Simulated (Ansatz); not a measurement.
# NO2F (nitryl fluoride): RPA@PBE/STO-3G

What is the electronic atomisation energy of NO2F (nitryl fluoride) at RPA@PBE/STO-3G? 

The results are computed with Ansatz 0.2.0.

69 further runs of the same task are left out: 10 that didn't finish, 59 set aside as unsound or not needed.

## Step 1: The structure to begin with

NO2F has 4 atoms, charge 0, and is taken as a singlet. SMILES: `O=[N+]([O-])F`. The coordinates come from a PBE0-D4/def2-TZVP relaxation.

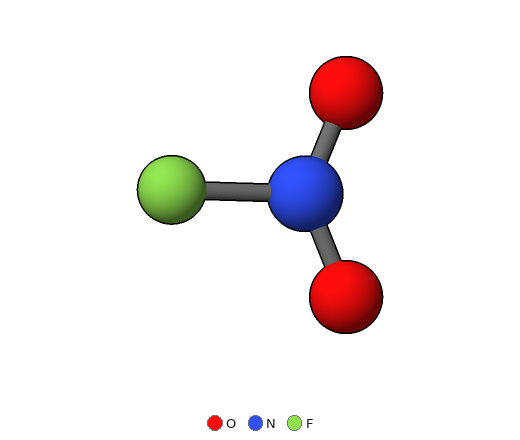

Viewed from a chosen angle; oxygen red, nitrogen blue, fluorine green.

## Step 2: The energy at RPA@PBE/STO-3G

The input, job.yaml:

```yaml
crystal:
  periodic: [false, false, false]
  atoms:
    - symbol: O
      position_ang: [0.188290, 0.469930, 1.120250]
    - symbol: N
      position_ang: [0.079720, -0.071800, 0.089140]
    - symbol: O
      position_ang: [0.476580, -1.068680, -0.376880]
    - symbol: F
      position_ang: [-0.744590, 0.670550, -0.832510]
basis:
  gaussian: {orbitals: STO-3G}
accuracy: high
correlation: {method: rpa, frozen_orbitals: {F: 1, "N": 1, O: 1}}
hamiltonian: {xc: {name: PBE}}
```

Launch:

```sh
$ ansatz run job.yaml --threads 1 --pin off --max-ram 3480MiB --events-out events.jsonl --progress --plain --runs-dir runs
```

What it wrote:

```text
Warning: RAYON_NUM_THREADS=1 ignored (pool sized by the plan → 1); use --threads N
Functional definition: PBE
  name "PBE"
  parameter kappa = 0.804
  parameter beta = 0.06672455060314922
  exchange = pbe_x(kappa = kappa, mu = beta*pi^2/3)
  correlation = pbe_c(beta = beta)
368 factors; integrals over basis functions are off by at most 3.7e-8 eV
mean field evaluation 1: about -8166.9207 eV, gradient 4.6e1 eV
mean field evaluation 2: about -8166.8448 eV, gradient 4.6e1 eV
mean field evaluation 4: about -8164.7783 eV, gradient 5.1e1 eV
mean field evaluation 8: about -8172.0511 eV, gradient 1.8e-2 eV
mean field evaluation 16: about -8172.0511 eV, gradient 4.5e-7 eV
mean field -8172.05111368 eV, -300.3173392127 hartree, gradient 3.2e-8 eV, S^2 0.000000; 0 other end points of the search recorded, 0 dependent functions left out
4 core orbitals not correlated: weight in the atoms' cores, before any rotation towards them, 1.000 or more for the frozen orbitals, at most 0.000 for the correlated occupied ones
reference -8141.46992219 eV, -299.1935011539 hartree; 12, 12 occupied and 4, 4 virtual orbitals, 368 factors
Total energy: -8151.94080432 eV, -299.5782989749 hartree
```

Wall time 1.6 s (1 thread of Arm Neoverse V1, shared host); peak memory 0.095 GiB.

## Step 3: The F atom at the same level

The input, job.yaml:

```yaml
crystal:
  periodic: [false, false, false]
  atoms:
    - symbol: F
      position_ang: [0.000000, 0.000000, 0.000000]
basis:
  gaussian: {orbitals: STO-3G}
magnetization: {spin_polarized: true, initial_magnetization: 1}
hamiltonian: {xc: {name: PBE}}
correlation: {method: rpa, frozen_orbitals: {F: 1}}
accuracy: high
```

Run the same way, it converges to -98.01752 Eh (log not shown).

## Step 4: The N atom, same level

The input, job.yaml:

```yaml
crystal:
  periodic: [false, false, false]
  atoms:
    - {symbol: N, position_ang: [0.000000, 0.000000, 0.000000]}
basis:
  gaussian:
    orbitals: STO-3G
magnetization:
  spin_polarized: true
  initial_magnetization: 3
hamiltonian:
  xc: pbe
correlation:
  method: rpa
  frozen_orbitals: {"N": 1}
accuracy: high
```

Run the same way, it converges to -53.74680 Eh (log not shown).

## Step 5: The O atom, same level

The input, molecule.yaml:

```yaml
crystal:
  periodic: [false, false, false]
  atoms:
    - {symbol: O, position_ang: [0.000000, 0.000000, 0.000000]}
basis:
  gaussian:
    orbitals: STO-3G
magnetization:
  spin_polarized: true
  initial_magnetization: 2
hamiltonian:
  xc: {name: PBE}
correlation:
  method: rpa
  frozen_orbitals: {O: 1}
accuracy: high
```

Launch:

```sh
$ ansatz run molecule.yaml --threads 1 --pin off --max-ram 3480MiB --events-out events.jsonl --progress --plain --runs-dir runs
```

What it wrote:

```text
Warning: RAYON_NUM_THREADS=1 ignored (pool sized by the plan → 1); use --threads N
Functional definition: PBE
  name "PBE"
  parameter kappa = 0.804
  parameter beta = 0.06672455060314922
  exchange = pbe_x(kappa = kappa, mu = beta*pi^2/3)
  correlation = pbe_c(beta = beta)
15 factors; integrals over basis functions are off by at most 1.1e-9 eV
mean field evaluation 1: about -2012.2475 eV, gradient 3.6e-12 eV
mean field evaluation 2: about -2012.2484 eV, gradient 1.5e-11 eV
mean field evaluation 4: about -2012.2472 eV, gradient 0.0e0 eV
mean field evaluation 8: about -2012.2481 eV, gradient 2.6e-2 eV
mean field evaluation 16: about -2012.2472 eV, gradient 3.0e-11 eV
mean field -2012.24843053 eV, -73.9487658709 hartree, gradient 5.6e-24 eV, S^2 2.000000; 8 other end points of the search recorded, 0 dependent functions left out
1 core orbitals not correlated: weight in the atoms' cores, before any rotation towards them, 1.000 or more for the frozen orbitals, at most 0.000 for the correlated occupied ones
reference -2008.31323932 eV, -73.8041502613 hartree; 4, 2 occupied and 0, 2 virtual orbitals, 15 factors
Total energy: -2009.25012359 eV, -73.8385801232 hartree
```

Wall time 0.5 s (1 thread of Arm Neoverse V1, shared host).

## Step 6: Results

Level: RPA@PBE/STO-3G, 4 core orbitals frozen.

```
                                  quantity          value
                    molecule: total energy  -299.57830 Eh
molecule: RPA correlation energy (valence)     -384.8 mEh
                      F atom: total energy   -98.01752 Eh
  F atom: RPA correlation energy (valence)      -31.0 mEh
 F atom: ⟨S²⟩ of the reference determinant          0.750
                      N atom: total energy   -53.74680 Eh
  N atom: RPA correlation energy (valence)      -27.8 mEh
 N atom: ⟨S²⟩ of the reference determinant          3.750
                      O atom: total energy   -73.83858 Eh
  O atom: RPA correlation energy (valence)      -34.4 mEh
 O atom: ⟨S²⟩ of the reference determinant          2.000
             electronic atomisation energy       3.723 eV
```

Taking the molecule apart into free atoms costs 3.72 eV (86 kcal/mol), before zero-point energy and without spin-orbit coupling. In a minimal basis such a difference can be off by several eV, whatever the method.
